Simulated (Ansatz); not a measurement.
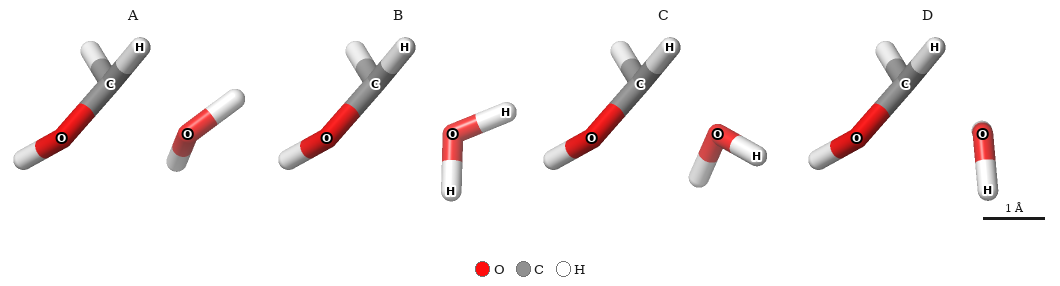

Frames of a one-coordinate scan of CH$_{5}$O$_{2}$ (charge +1). A stick model, seen at a tilt.

Computed with Ansatz: B3LYP-D4, basis def2-TZVPP, on geometries moved rigidly from the minimum at PBE0-D4/def2-TZVP. Energies are counted from the PBE0-D4/def2-TZVP minimum geometry at the same level.

### What is being scanned?

One O–C–O–H dihedral angle is varied, with the rest of the molecule carried along rigidly. In the frames the dihedral is −159.3° (A), −9.3° (B), 50.7° (C), 110.7° (D). Their energies are 127.8 meV, 45.5 meV, 85.1 meV, 100.7 meV.
